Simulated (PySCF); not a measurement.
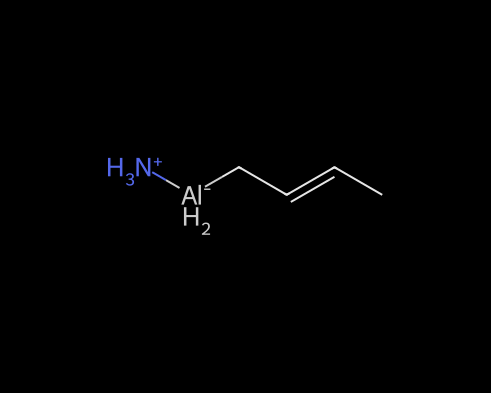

**Write the SMILES.**

C/C=C/[CH2][AlH2-][NH3+]

**What is the molecular formula?**

C4H12AlN.

**An optimisation with PBE0-D3(BJ)/def2-SVP gave a structure of which point group?**

C1. Other conformers may differ.

More results for the same structure follow; atom numbers are the same in all pictures, views and colours differ. Computed geometry: PBE0-D3(BJ)/def2-SVP optimisation. No frequency run is at hand to confirm it as a minimum.

**Charges**

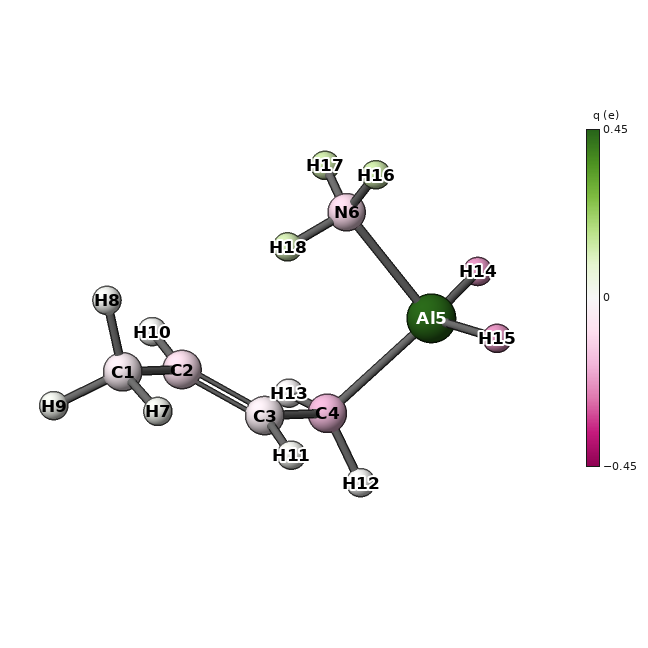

Atoms are coloured by their Hirshfeld charges. No frequency run is at hand to confirm it as a minimum. Level of theory: PBE0/STO-3G, gas phase (PySCF 2.14.0).

Give the Hirshfeld charges atom by atom.

```json
{"atom": "C1", "value (e)": "−0.04"}
{"atom": "C2", "value (e)": "−0.09"}
{"atom": "C3", "value (e)": "−0.04"}
{"atom": "C4", "value (e)": "−0.17"}
{"atom": "Al5", "value (e)": "0.44"}
{"atom": "N6", "value (e)": "−0.10"}
{"atom": "H7", "value (e)": "0.01"}
{"atom": "H8", "value (e)": "0.01"}
{"atom": "H9", "value (e)": "0.02"}
{"atom": "H10", "value (e)": "0.01"}
{"atom": "H11", "value (e)": "0.01"}
{"atom": "H12", "value (e)": "0.00"}
{"atom": "H13", "value (e)": "−0.01"}
{"atom": "H14", "value (e)": "−0.22"}
{"atom": "H15", "value (e)": "−0.22"}
{"atom": "H16", "value (e)": "0.13"}
{"atom": "H17", "value (e)": "0.13"}
{"atom": "H18", "value (e)": "0.12"}
```

**NMR shielding**

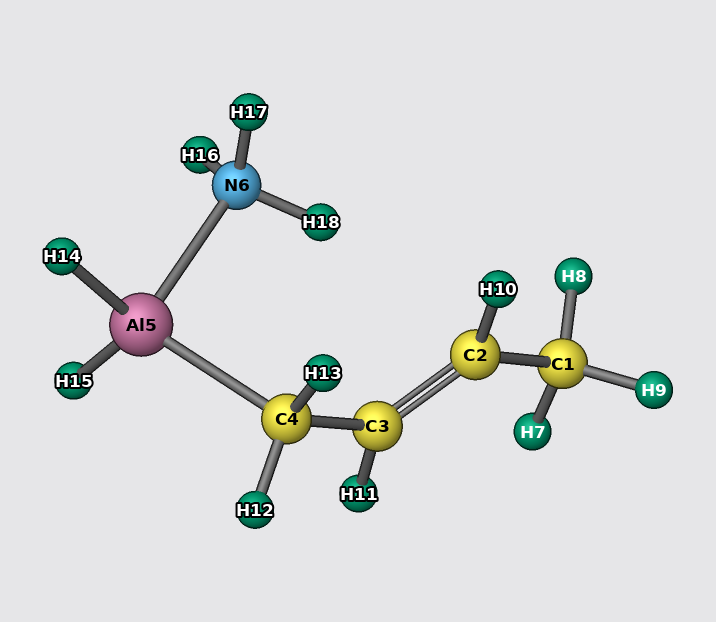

The questions are on isotropic NMR shieldings of the C atoms. No frequency run is at hand to confirm it as a minimum. Method: GIAO PBE0/def2-SVP NMR shielding, non-relativistic, gas phase (PySCF 2.14.0).

**Which C atom is the most shielded (lowest chemical shift)?**

C1 (174.9 ppm).

**Which C atom is the least shielded (highest chemical shift)?**

C3 (51.9 ppm).

**How wide is the range of C shifts?**

123.0 ppm.

List the isotropic NMR shieldings of the C atoms.

```
atom  σ (ppm)
  C1    174.9
  C2     83.4
  C3     51.9
  C4    174.7
```

**Dipole moment**

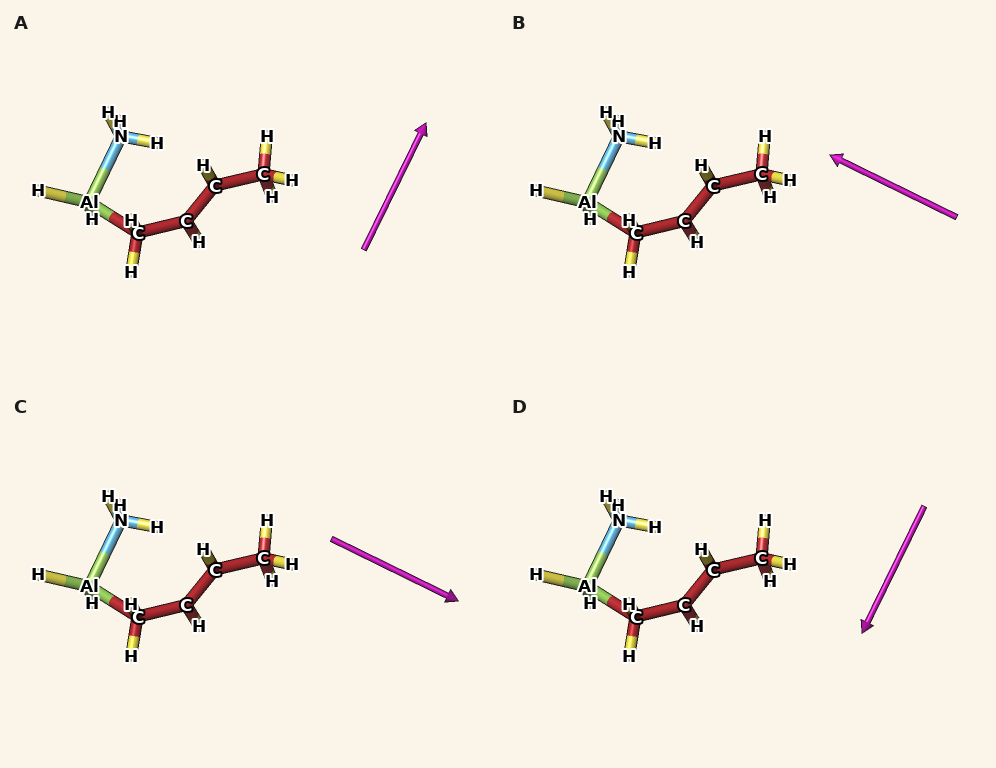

The same molecule four times, each with an arrow. No frequency run is at hand to confirm it as a minimum. Level of theory: PBE0/6-31G*, gas phase (PySCF 2.14.0).

**Which arrow points along the dipole moment, from the negative to the positive end?**

A. The dipole moment is 4.42 D.
